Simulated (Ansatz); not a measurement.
Consider LiAlH3.

Input file:

```
crystal:
  lattice:
    - [5.1172125994, 0.0, 0.0]
    - [0.0, 5.1172125994, 0.0]
    - [0.0, 0.0, 3.6879559081]
  atoms:
    - { symbol: Li, position: [0.0, 0.5, 0.5] }
    - { symbol: Li, position: [0.5, 0.0, 0.5] }
    - { symbol: Al, position: [0.5, 0.5, 0.0] }
    - { symbol: Al, position: [0.0, 0.0, 0.0] }
    - { symbol: H, position: [0.8243706118, 0.3243706118, 0.0] }
    - { symbol: H, position: [0.6756293882, 0.8243706118, 0.0] }
    - { symbol: H, position: [0.5, 0.5, 0.5] }
    - { symbol: H, position: [0.1756293882, 0.6756293882, 0.0] }
    - { symbol: H, position: [0.3243706118, 0.1756293882, 0.0] }
    - { symbol: H, position: [0.0, 0.0, 0.5] }
basis:
  ecutwfc: 420
kpoints:
  mp_grid: { grid: [8, 8, 10] }
hamiltonian:
  xc: pbe
scf:
  occupations: { method: gaussian, width: 0.1 }
output:
  forces: true
  stress: true
  eigenvalues: true
  write_density: true
  write_potential: true
  elf: true
  volumetric_format: npy
relax:
  adjacent_minimum: "off"
  f_tol: 0.01
  max_steps: 80
  cell: { stress_tol: 0.05 }
```

Run with:

```sh
ansatz run input.yaml --threads 1 --pin off --max-ram 2048MiB --backend cpu --events-out ev --progress --plain --runs-dir out
```

Below, planes, directions and counts refer to the conventional cell (a = 5.13 Å, b = 5.13 Å, c = 3.68 Å, α = 90.00°, β = 90.00°, γ = 90.00°).

The fields are those of the relaxed geometry.

Space group P4/mbm; a structure generated by program, which may or may not match a known phase.

All numbers below come from DFT PBE, scalar-relativistic, plane waves, PAW (Ansatz).

**Predict the valence pseudo-density and electron localisation function between the atoms.**

Al–H (1.84 Å): ρ is about 0.31 e/Å³ halfway; the ELF climbs to about 1 towards the hydrogen.
Li–H (2.57 Å): ρ is about 0.06 e/Å³ halfway; the ELF climbs to about 1 towards the hydrogen.

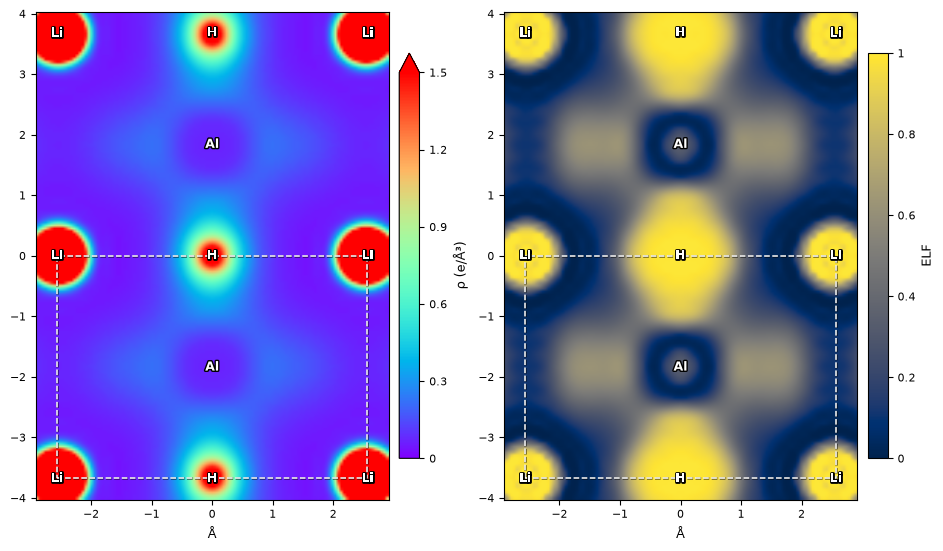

Computed valence pseudo-density and electron localisation function on the (100) plane of the conventional cell, in this order. 

Core electrons are frozen (PAW), and the valence fields are smoothed inside the atomic spheres.
